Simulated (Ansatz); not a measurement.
From Si(SiH3)4 to SiF4: predicting a member

Gas-phase molecules. On one Si centre, n of the SiH3 ligands are replaced by F. The HOMO–LUMO gap y in eV at wB97M-V/def2-TZVPP. Shapes: PBE0-D4/def2-TZVP. Programs: Ansatz 0.2.0.

| molecule | n | y (eV) |
| --- | --- | --- |
| Si(SiH3)4 | 0 | 11.30 |
| Si(SiH3)2F2 | 2 | 10.62 |
| Si(SiH3)F3 | 3 | ? |
| SiF4 | 4 | 17.62 |

Problem. Fit y = c + s·n to the known rows and predict Si(SiH3)F3.

Solution. 
1. Means of the 3 rows: n = 2.00000, y = 13.180.
2. Σ(Δn)² = 8, Σ(Δn·Δy) = 12.64, so the slope is 12.64/8 = 1.58.
3. Intercept: 13.180 − (1.58) × 2.00000 = 10.020. The largest residual of the fit is 2.56.
4. Si(SiH3)F3: 10.020 + (1.58) × 3 = 14.76 eV.

The run gave 13.00 eV, so the prediction is off by +1.76 eV, within the largest residual. The step per swap drifts from -0.34 to +4.62 eV. Other levels give for Si(SiH3)F3: r2SCAN-D4/def2-TZVPP 7.50; wB97X-V/def2-TZVPP 13.53 eV. Orbital gaps aren't excitation energies, and the LUMO depends on the basis. The series isn't monotonic at this level.

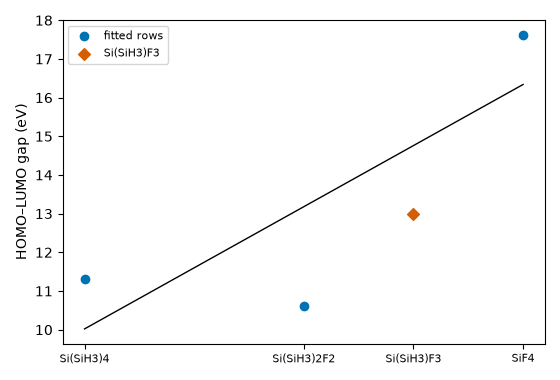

The fitted line, with the withheld member.
